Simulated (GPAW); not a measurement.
# Polarising C/Pt(110) with a field along the normal

The dipole of the cell at several fields, atoms fixed. What does the strongest field give, and what length does the slope stand for?

Set-up. GPAW 26.7.0, plane waves (500 eV), PAW setups, PBE, 8×11 mesh, a dipole layer in the vacuum; geometry relaxed without an applied field with GPAW. The cell's area is 10.87 Å², and e/ε0 = 180.95 V Å.

Results, with one row withheld:

| field (V/Å) | dipole (e Å) |
| --- | --- |
| −0.2 | −0.1214 |
| −0.1 | −0.0676 |
| −0.05 | −0.0408 |
| 0.05 | 0.0129 |
| 0.1 | 0.0398 |
| 0.2 | 0.0936 |
| 0.3 | ? |

**Question.** What is the dipole at 0.3 V/Å?

Worked answer. A line through the 6 points has the slope α = 0.537 e Å per V/Å and the intercept p₀ = −0.0139 e Å (r.m.s. residual 3.7e−05). At 0.3 V/Å it gives p = −0.0139 + 0.537 × 0.3 = 0.1473 e Å; the run gives 0.1474 e Å, so the response stays linear to 0.1 % of the induced part. Dividing by ε0 and the area: α/(ε0 A) = 0.537 × 180.95 / 10.87 = 8.95 Å, against 6.21 Å between the outer nuclei.

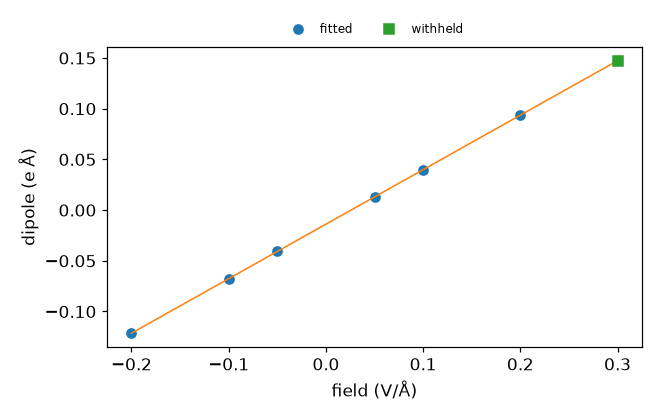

The line and the withheld run.

Caveats: This is the electronic response alone; ions that move would add to it in polar layers. No run was spin-polarised, so magnetic states weren't tested. Spin-orbit coupling is left out, which matters for the heavier atoms here.
